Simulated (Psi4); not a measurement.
# B3LYP/def2-SVP run of C2H3F3 (1,1,2-trifluoroethane)

Aim: the vertical singlet–triplet gap of C2H3F3 (1,1,2-trifluoroethane) at B3LYP/def2-SVP, from 2 runs. 

The results are computed with Psi4 1.11.

## 1. Starting point

The species is C2H3F3 (8 atoms), meant as a singlet with charge 0. As SMILES, `FCC(F)F`. The coordinates come from a PBE0-D4/def2-TZVP relaxation. This is one conformer, not always the lowest.

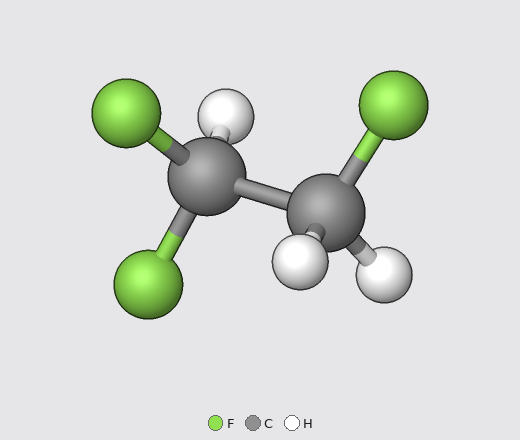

Viewed from a chosen angle; fluorine green, carbon grey, hydrogen white.

## 2. Energy and gradient at B3LYP/def2-SVP

The input, c2h3f3.xyz:

```xyz
8
C2H3F3
F     -1.142800    -0.681000     1.163100
C     -0.188200     0.195100     0.711800
C      0.172900    -0.152400    -0.711300
F      0.824200    -1.335800    -0.756500
F      1.011700     0.803600    -1.182200
H      0.701700     0.118900     1.342500
H     -0.588500     1.211500     0.747300
H     -0.698800    -0.217000    -1.370500
```

The input, run.py:

```python
import numpy as np
from ase.calculators.psi4 import Psi4
from ase.io import read

a = read('c2h3f3.xyz')
calc = Psi4(atoms=a, method='b3lyp', basis='def2-SVP', memory='1600MB', num_threads=1, charge=0, multiplicity=1, label='c2h3f3', reference='rks')
calc.psi4.set_options({'puream': True, 'e_convergence': 1e-09, 'd_convergence': 1e-08, 'scf_type': 'pk', 'dft_radial_points': 99, 'dft_spherical_points': 590})
a.calc = calc

forces = a.get_forces()
print(f'energy: {a.get_potential_energy():.6f} eV')
print('forces / eV A^-1')
print(np.round(forces, 5))
```

The run is started by

```console
$ python run.py
```

c2h3f3.dat:

```text
[...]
  Running in c1 symmetry.
[...]
  Nuclear repulsion =  191.359785586364609
[...]
  Multiplicity = 1
[...]
  Nalpha       = 21
  Nbeta        = 21
[...]
    Number of basis functions: 85
[...]
   @RKS iter   1:  -377.14950045257154   -2.64431e-01   5.52695e-03 DIIS/ADIIS
[...]
   @RKS iter  11:  -377.24231675035549   -9.83391e-12   8.37370e-09 DIIS
[...]
    Orbital Energies [Eh]
    ---------------------
    Doubly Occupied:
       1A    -24.704566     2A    -24.700527     3A    -24.685483
       4A    -10.352781     5A    -10.280190     6A     -1.248311
       7A     -1.193501     8A     -1.184494     9A     -0.770782
      10A     -0.657177    11A     -0.573178    12A     -0.562086
      13A     -0.544849    14A     -0.504240    15A     -0.495231
      16A     -0.437661    17A     -0.430679    18A     -0.408696
      19A     -0.396892    20A     -0.363277    21A     -0.339754
[...]
  @RKS Final Energy:  -377.24231675035549
   => Energetics <=
    Nuclear Repulsion Energy =            191.3597855863646089
    One-Electron Energy =                -902.3742310663204762
    Two-Electron Energy =                 368.8455530189713159
    DFT Exchange-Correlation Energy =     -35.0734242893709904
    Empirical Dispersion Energy =           0.0000000000000000
    VV10 Nonlocal Energy =                  0.0000000000000000
    Total Energy =                       -377.2423167503554851
[...]
 Multipole Moments:
 ------------------------------------------------------------------------------------
     Multipole            Electronic (a.u.)      Nuclear  (a.u.)        Total (a.u.)
 ------------------------------------------------------------------------------------
 L = 1.  Multiply by 2.5417464519 to convert [e a0] to [Debye]
 Dipole X            :          0.9828107           -1.2002167           -0.2174060
 Dipole Y            :         -1.6687320            2.1837562            0.5150242
 Dipole Z            :         -1.3289889            1.4030447            0.0740559
 Magnitude           :                                                    0.5639145
[...]
  -Total Gradient:
     Atom            X                  Y                   Z
    ------   -----------------  -----------------  -----------------
       1        0.002001960737     0.002018215422    -0.000932114255
       2        0.005840926471     0.005180291653     0.000119777849
       3       -0.006005778147     0.000047603806    -0.000185775187
       4       -0.001018638841     0.003828060713    -0.000609804812
       5       -0.001935525844    -0.003678418727     0.001391131226
       6       -0.006058959305    -0.000681431139    -0.002668086107
       7        0.001021034606    -0.006678872834    -0.000045571911
       8        0.006161810311    -0.000058861282     0.002935848807
[...]
```

The script printed:

```text
energy: -10265.286306 eV
forces / eV A^-1
[[-0.10294 -0.10378  0.04793]
 [-0.30035 -0.26638 -0.00616]
 [ 0.30883 -0.00245  0.00955]
 [ 0.05238 -0.19685  0.03136]
 [ 0.09953  0.18915 -0.07153]
 [ 0.31156  0.03504  0.1372 ]
 [-0.0525   0.34344  0.00234]
 [-0.31685  0.00303 -0.15097]]
```

It took 25 s on 1 thread of Intel Xeon Platinum 8488C (Sapphire Rapids), shared host; peak memory 0.8 GiB.

## 3. The triplet: the energy at UB3LYP/def2-SVP

The input, calc.in:

```
memory 1.6 GB

molecule system {
  0 3
  F     -1.142800    -0.681000     1.163100
  C     -0.188200     0.195100     0.711800
  C      0.172900    -0.152400    -0.711300
  F      0.824200    -1.335800    -0.756500
  F      1.011700     0.803600    -1.182200
  H      0.701700     0.118900     1.342500
  H     -0.588500     1.211500     0.747300
  H     -0.698800    -0.217000    -1.370500
  symmetry c1
  no_reorient
  no_com
}

set basis def2-SVP
set reference uks
set puream true
set e_convergence 1e-09
set d_convergence 1e-08
set scf_type pk
set dft_radial_points 99
set dft_spherical_points 590
set maxiter 200

result, w = energy("b3lyp", return_wfn=True)
oeprop(w, "DIPOLE", "MAYER_INDICES", "QUADRUPOLE", title="B3LYP")
```

The run is started by

```console
$ psi4 calc.in calc.out -n 1
```

calc.out:

```text
[...]
  Running in c1 symmetry.
[...]
  Nuclear repulsion =  191.359785586364609
[...]
  Multiplicity = 3
[...]
  Nalpha       = 22
  Nbeta        = 20
[...]
    Number of basis functions: 85
[...]
   @UKS iter   1:  -376.76807315145277    1.16996e-01   6.14626e-03 DIIS/ADIIS
[...]
   @UKS iter  21:  -376.91063429727194   -3.29692e-12   7.91033e-09 DIIS
[...]
   @S^2 Observed:                2.002905594E+00
[...]
    Orbital Energies [Eh]
    ---------------------
    Alpha Occupied:
       1A    -24.736077     2A    -24.723792     3A    -24.714038
       4A    -10.374461     5A    -10.284007     6A     -1.274568
       7A     -1.224156     8A     -1.212377     9A     -0.801571
      10A     -0.677713    11A     -0.597947    12A     -0.589191
      13A     -0.574076    14A     -0.530006    15A     -0.510669
      16A     -0.470136    17A     -0.464850    18A     -0.433792
      19A     -0.428773    20A     -0.379210    21A     -0.377184
      22A     -0.017144
    Alpha Virtual:
      23A      0.062422    24A      0.079408    25A      0.108766
[...]
  @UKS Final Energy:  -376.91063429727194
   => Energetics <=
    Nuclear Repulsion Energy =            191.3597855863646089
    One-Electron Energy =                -901.4614205075733935
    Two-Electron Energy =                 368.1989057538034444
    DFT Exchange-Correlation Energy =     -35.0079051298666357
    Empirical Dispersion Energy =           0.0000000000000000
    VV10 Nonlocal Energy =                  0.0000000000000000
    Total Energy =                       -376.9106342972719403
[...]
 Multipole Moments:
 ------------------------------------------------------------------------------------
     Multipole            Electronic (a.u.)      Nuclear  (a.u.)        Total (a.u.)
 ------------------------------------------------------------------------------------
 L = 1.  Multiply by 2.5417464519 to convert [e a0] to [Debye]
 Dipole X            :        -10.6158518           10.5078221           -0.1080297
 Dipole Y            :         18.3237688          -18.0453727            0.2783961
 Dipole Z            :         11.7439867          -11.8260951           -0.0821083
 Magnitude           :                                                    0.3097040
 L = 2.  Multiply by 1.3450342976 to convert [e a0^2] to [Debye ang]
 Quadrupole XX       :       -124.2309087          102.8410527          -21.3898560
 Quadrupole XY       :        -13.2116557           12.6995648           -0.5120909
[...]
```

Run time: 39 s. Hardware: 1 thread of Intel Xeon Platinum 8488C (Sapphire Rapids), shared host; peak memory 0.8 GiB.

## 4. Outcome

At B3LYP/def2-SVP:

| quantity | value |
| --- | --- |
| singlet: total energy | -377.24232 Eh |
| singlet: dipole moment | 1.43 D |
| singlet: HOMO energy | -9.25 eV |
| singlet: LUMO energy | 1.76 eV |
| singlet: HOMO–LUMO gap | 11.00 eV |
| singlet: largest force on an atom | 0.402 eV/Å |
| triplet: total energy | -376.91063 Eh |
| triplet: dipole moment | 0.79 D |
| triplet: HOMO energy (highest over α and β) | -0.47 eV |
| triplet: ⟨S²⟩ | 2.003 |
| vertical energy of the triplet above the singlet | 9.026 eV |

In words: At this shape the triplet lies 9.03 eV (871 kJ/mol) above the singlet. The largest force (singlet) is 0.40 eV/Å: the shape isn't a stationary point for this species at this level.
